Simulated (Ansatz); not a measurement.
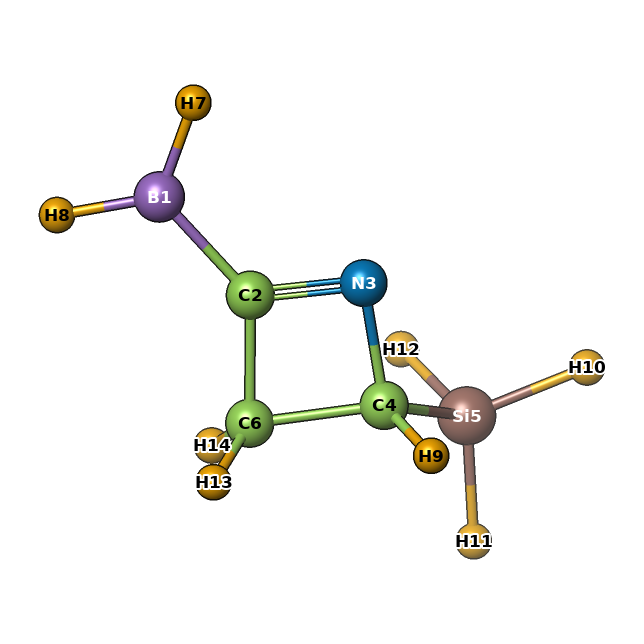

Atoms fade into the background with distance from the viewer. The computed structure is the end point of a PBE0-D4/def2-TZVP optimisation. No frequency run is at hand to confirm it as a minimum.

> Which atoms or bonds are stereogenic?

Centres: C4.

> Assign CIP descriptors.

C4: R (priorities Si5 > N3 > C6 > H9).

> Give a SMILES with the stereochemistry.

BC1=N[C@H]([SiH3])C1
